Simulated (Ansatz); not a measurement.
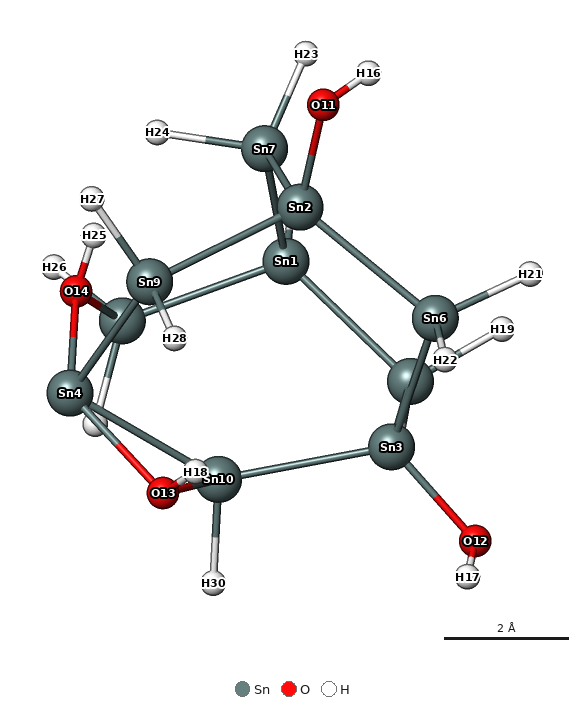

**Figure 1.** The input geometry of run A (ball-and-stick view, seen at a tilt; atoms are numbered from 1 in the order of the input). Sticks mark near contacts. Bond lengths as drawn: H–O 0.98 Å, H–Sn 1.73 to 1.76 Å, O–Sn 2.04 to 2.49 Å and Sn–Sn 2.83 to 2.92 Å.

# Sn10H16O4: one change and its effect

System: Sn10H16O4 (Sn10H16 hole sphere), charge −1, multiplicity 2.
Method of run A: UKS PBE-D4/def2-SVP (Ansatz 0.2.0).

The geometry: PBE-D4/def2-SVP start. Text and figures count atoms from 1; the logs count them from 0 in places.

**Input, run A**
```yaml
crystal:
  periodic: [false, false, false]
  atoms:
    - {symbol: Sn, position_ang: [-2.302783, 1.306300, -1.456863]}
    - {symbol: Sn, position_ang: [1.604920, -1.536558, -1.543993]}
    - {symbol: Sn, position_ang: [-1.375492, -1.639441, 1.877980]}
    - {symbol: Sn, position_ang: [2.196491, 2.304633, 1.492692]}
    - {symbol: Sn, position_ang: [-3.484868, -0.492099, 0.375329]}
    - {symbol: Sn, position_ang: [0.075743, -3.299723, 0.078777]}
    - {symbol: Sn, position_ang: [-0.047575, 0.354287, -2.875514]}
    - {symbol: Sn, position_ang: [-1.021389, 3.558214, -0.324546]}
    - {symbol: Sn, position_ang: [3.356318, 0.115523, -0.057030]}
    - {symbol: Sn, position_ang: [-0.044304, 0.797983, 2.567421]}
    - {symbol: O, position_ang: [2.611166, -2.532217, -3.016417]}
    - {symbol: O, position_ang: [-2.447610, -2.678579, 3.276036]}
    - {symbol: O, position_ang: [2.007285, 0.479385, 3.173235]}
    - {symbol: O, position_ang: [1.034174, 3.112058, -0.425325]}
    - {symbol: H, position_ang: [-3.443698, 2.050638, -2.548009]}
    - {symbol: H, position_ang: [1.977040, -2.942426, -3.637978]}
    - {symbol: H, position_ang: [-1.845370, -2.981441, 3.984303]}
    - {symbol: H, position_ang: [2.391189, -0.384567, 2.920448]}
    - {symbol: H, position_ang: [-4.400353, -1.589051, -0.612622]}
    - {symbol: H, position_ang: [-4.616858, 0.428494, 1.316948]}
    - {symbol: H, position_ang: [-0.951089, -4.399719, -0.798224]}
    - {symbol: H, position_ang: [1.178995, -4.288236, 0.993891]}
    - {symbol: H, position_ang: [-0.506028, -0.010772, -4.513603]}
    - {symbol: H, position_ang: [0.943324, 1.806677, -3.017400]}
    - {symbol: H, position_ang: [1.245093, 2.702750, -1.294846]}
    - {symbol: H, position_ang: [-1.085363, 5.015297, -1.276507]}
    - {symbol: H, position_ang: [4.594639, 0.524993, -1.216502]}
    - {symbol: H, position_ang: [4.145801, -0.980323, 1.060055]}
    - {symbol: H, position_ang: [-1.086156, 3.990979, 1.352329]}
    - {symbol: H, position_ang: [-0.703222, 1.206971, 4.145925]}
basis:
  gaussian: {orbitals: def2-SVP}
total_charge: -1
magnetization: {spin_polarized: true, initial_magnetization: 1}
hamiltonian: {xc: pbe, dispersion: d4}
scf: {lower_state_search: "off"}
output: {orbitals: {seedname: orbitals}}
relax: {f_tol: 0.03, max_steps: 70}
```

Command:
```bash
ansatz run in.yaml --threads 2 --pin off --events-out ev --progress --plain --max-ram 22528MiB --backend cuda --devices 0, --max-vram 18GiB
```

Hardware: 2 CPU threads, shared host.

**Output, shortened to warnings, some set-up lines, iterations and results (run A)**
```
[...]
mean field evaluation 1: about -66732.4319 eV, gradient 7.3e1 eV
mean field evaluation 2: about -66246.6659 eV, gradient 2.6e2 eV
mean field evaluation 4: about -66731.6877 eV, gradient 5.7e1 eV
mean field evaluation 8: about -66753.5383 eV, gradient 6.3e0 eV
mean field evaluation 16: about -66753.8069 eV, gradient 9.9e-2 eV
[... 38 lines ...]
mean field evaluation 256: about -66754.3495 eV, gradient 2.0e-6 eV
relax step  32: F+E_penalty+E_count = -66756.13464065 eV  Δ(F+E_penalty+E_count) = -7.503e-4 eV  max|allowed force component| = 3.289e-2 eV/Å  Δτ_max = 0.0422 Å  (22 SCF …
relax step  33: F+E_penalty+E_count = -66756.13527118 eV  Δ(F+E_penalty+E_count) = -6.305e-4 eV  max|allowed force component| = 1.218e-2 eV/Å  Δτ_max = 0.0633 Å  (22 SCF …
relax step  34: F+E_penalty+E_count = -66756.13531221 eV  Δ(F+E_penalty+E_count) = -4.103e-5 eV  max|allowed force component| = 1.227e-1 eV/Å  Δτ_max = 0.0789 Å  (22 SCF …
relax step  35: F+E_penalty+E_count = -66756.13568218 eV  Δ(F+E_penalty+E_count) = -3.700e-4 eV  max|allowed force component| = 2.866e-2 eV/Å  Δτ_max = 0.0130 Å  (17 SCF …
Total energy: -66756.13577196 eV, -2453.2427406855 hartree
Atom 0 at    -2.267788     1.206059    -1.227574 Å, force    -0.001159     0.000270    -0.001399 eV/Å
Atom 1 at     1.631309    -1.496600    -1.314376 Å, force     0.000675    -0.001314    -0.000090 eV/Å
Atom 2 at    -1.307679    -2.098674     2.472848 Å, force     0.000201    -0.001567    -0.002558 eV/Å
Atom 3 at     2.251099     2.552771     1.340522 Å, force     0.001164     0.000239    -0.002042 eV/Å
Atom 4 at    -3.204649    -0.604240     0.782552 Å, force     0.002099     0.000443    -0.000584 eV/Å
Atom 5 at    -0.100332    -3.255802     0.108129 Å, force     0.001398     0.001763     0.002869 eV/Å
Atom 6 at    -0.027208     0.329098    -2.735416 Å, force     0.000153    -0.000390    -0.001112 eV/Å
Atom 7 at    -0.970225     3.575190    -0.362969 Å, force    -0.001668     0.001365    -0.002282 eV/Å
Atom 8 at     3.453984     0.296547    -0.074763 Å, force     0.001593     0.000926    -0.000446 eV/Å
Atom 9 at     0.139056     0.713828     2.301985 Å, force     0.001004     0.000421     0.004063 eV/Å
Atom 10 at     2.676087    -2.508285    -2.775852 Å, force    -0.000112    -0.000206    -0.000379 eV/Å
Atom 11 at    -2.634340    -3.684527     2.875653 Å, force    -0.028664     0.012486     0.025309 eV/Å
Atom 12 at     2.195545     0.830234     3.108257 Å, force    -0.001516    -0.000830    -0.001332 eV/Å
Atom 13 at     1.095167     3.329034    -0.681822 Å, force     0.001122    -0.001300     0.000920 eV/Å
Atom 14 at    -3.446546     1.934799    -2.321117 Å, force    -0.000590     0.000175     0.000871 eV/Å
Atom 15 at     2.084602    -3.203959    -3.123891 Å, force     0.000669     0.000156     0.000630 eV/Å
Atom 16 at    -3.260493    -3.357550     3.553677 Å, force     0.023856    -0.014049    -0.027475 eV/Å
Atom 17 at     2.715097     0.050668     2.821764 Å, force     0.000467     0.000557    -0.000313 eV/Å
Atom 18 at    -4.282476    -1.559026    -0.230004 Å, force     0.000803    -0.000764     0.001590 eV/Å
Atom 19 at    -4.363779     0.447049     1.598847 Å, force    -0.000620    -0.000405     0.000215 eV/Å
Atom 20 at    -1.161680    -3.900104    -1.134843 Å, force    -0.000696     0.000820     0.000917 eV/Å
Atom 21 at     0.934660    -4.631341     0.459071 Å, force    -0.000530    -0.000718    -0.000232 eV/Å
Atom 22 at    -0.541774    -0.129626    -4.343941 Å, force     0.000048    -0.000578     0.001012 eV/Å
Atom 23 at     0.897639     1.810312    -3.053313 Å, force    -0.000949    -0.000103    -0.000407 eV/Å
Atom 24 at     1.220636     2.797489    -1.502203 Å, force    -0.000074     0.001290     0.000206 eV/Å
Atom 25 at    -1.255266     5.001574    -1.346676 Å, force    -0.000925     0.000432     0.001483 eV/Å
[...]
```

For run B the input was changed thus:
```diff
-total_charge: -1
+total_charge: 1
```

Predict how the results change.

The total energies belong to different systems, so their difference says nothing on which is more stable or more accurate. The HOMO goes from −1.20 to −8.00 eV. The LUMO goes from −0.80 to −7.59 eV.

**Output, shortened to warnings, some set-up lines, iterations and results (run B)**
```
[...]
mean field evaluation 1: about -66711.2835 eV, gradient 9.3e1 eV
mean field evaluation 2: about -66076.4469 eV, gradient 2.8e2 eV
mean field evaluation 4: about -66610.0334 eV, gradient 1.3e2 eV
mean field evaluation 8: about -66730.2145 eV, gradient 5.2e1 eV
mean field evaluation 16: about -66745.5407 eV, gradient 3.3e-2 eV
[... 54 lines ...]
relax step  45: F+E_penalty+E_count = -66747.94684362 eV  Δ(F+E_penalty+E_count) = -1.735e-3 eV  max|allowed force component| = 5.026e-2 eV/Å  Δτ_max = 0.0458 Å  (22 SCF …
relax step  46: F+E_penalty+E_count = -66747.94787032 eV  Δ(F+E_penalty+E_count) = -1.027e-3 eV  max|allowed force component| = 4.320e-2 eV/Å  Δτ_max = 0.0191 Å  (23 SCF …
mean field evaluation 352: about -66746.2387 eV, gradient 2.1e-3 eV
relax step  47: F+E_penalty+E_count = -66747.94819463 eV  Δ(F+E_penalty+E_count) = -3.243e-4 eV  max|allowed force component| = 3.069e-2 eV/Å  Δτ_max = 0.0232 Å  (19 SCF …
relax step  48: F+E_penalty+E_count = -66747.94844186 eV  Δ(F+E_penalty+E_count) = -2.472e-4 eV  max|allowed force component| = 2.071e-2 eV/Å  Δτ_max = 0.0244 Å  (24 SCF …
Total energy: -66747.94853170 eV, -2452.9418651553 hartree
Atom 0 at    -2.368481     1.400792    -1.754214 Å, force    -0.000203     0.005339     0.001649 eV/Å
Atom 1 at     1.676712    -1.119896    -1.548376 Å, force    -0.002185    -0.001512    -0.001848 eV/Å
Atom 2 at    -1.912272    -1.275418     1.808375 Å, force    -0.004145     0.003837    -0.000349 eV/Å
Atom 3 at     2.526703     2.198708     1.430702 Å, force    -0.003876    -0.003393    -0.004072 eV/Å
Atom 4 at    -3.840902    -0.181674     0.056419 Å, force     0.000906    -0.000966     0.002720 eV/Å
Atom 5 at     0.494300    -2.432463     0.713108 Å, force     0.004863    -0.011467     0.009049 eV/Å
Atom 6 at    -0.215133     0.236103    -3.172783 Å, force    -0.000342    -0.002551     0.000155 eV/Å
Atom 7 at    -0.944721     3.191811    -0.091993 Å, force     0.004620     0.003672     0.000029 eV/Å
Atom 8 at     3.874649     0.276677    -0.370530 Å, force    -0.000907    -0.000977    -0.000882 eV/Å
Atom 9 at    -0.438260     0.523274     3.663672 Å, force     0.006607     0.000151    -0.002601 eV/Å
Atom 10 at     2.435595    -2.688081    -2.586531 Å, force    -0.016297    -0.010907    -0.019054 eV/Å
Atom 11 at    -3.060541    -2.635295     2.773299 Å, force     0.005167    -0.006099     0.004094 eV/Å
Atom 12 at     1.255029     0.583290     2.230815 Å, force     0.000045    -0.012742    -0.002366 eV/Å
Atom 13 at     1.050205     2.416593    -0.308106 Å, force    -0.000925    -0.003221     0.006262 eV/Å
Atom 14 at    -3.333815     2.432702    -2.761149 Å, force     0.000165     0.000384    -0.000038 eV/Å
Atom 15 at     1.826841    -3.028394    -3.272917 Å, force     0.015892     0.011853     0.020709 eV/Å
Atom 16 at    -2.534984    -3.233680     3.342904 Å, force    -0.004832     0.006323    -0.005201 eV/Å
Atom 17 at     1.667635    -0.314003     2.201467 Å, force    -0.003941     0.012869     0.007421 eV/Å
Atom 18 at    -4.683961    -1.423592    -0.795396 Å, force     0.003119    -0.001398    -0.001224 eV/Å
Atom 19 at    -4.941083     0.844944     0.905960 Å, force    -0.001399    -0.004039    -0.003275 eV/Å
Atom 20 at     0.329522    -4.160820     0.704087 Å, force    -0.001365     0.007693    -0.002760 eV/Å
Atom 21 at     1.645631    -2.113131     2.014927 Å, force    -0.004159     0.003296    -0.006107 eV/Å
Atom 22 at    -0.863694    -0.777695    -4.418186 Å, force    -0.000991     0.000288    -0.000091 eV/Å
Atom 23 at     0.588770     1.581903    -3.924539 Å, force     0.000690     0.002283     0.000984 eV/Å
Atom 24 at     1.468883     2.668439    -1.156404 Å, force     0.001701     0.002973    -0.002763 eV/Å
Atom 25 at    -0.679168     4.869592    -0.441401 Å, force    -0.002950    -0.004349     0.001342 eV/Å
[...]
```

**The two runs side by side**

```tsv
quantity	run A	run B
outcome	converged	converged
total energy (hartree)	−2453.242741	−2452.941865
HOMO (eV)	−1.20	−8.00
LUMO (eV)	−0.80	−7.59
⟨S²⟩	0.753	0.753
largest force (eV/Å)	0.040	0.029
basis functions	396	396
wall time (shared host)	3.1 min	4 min
```
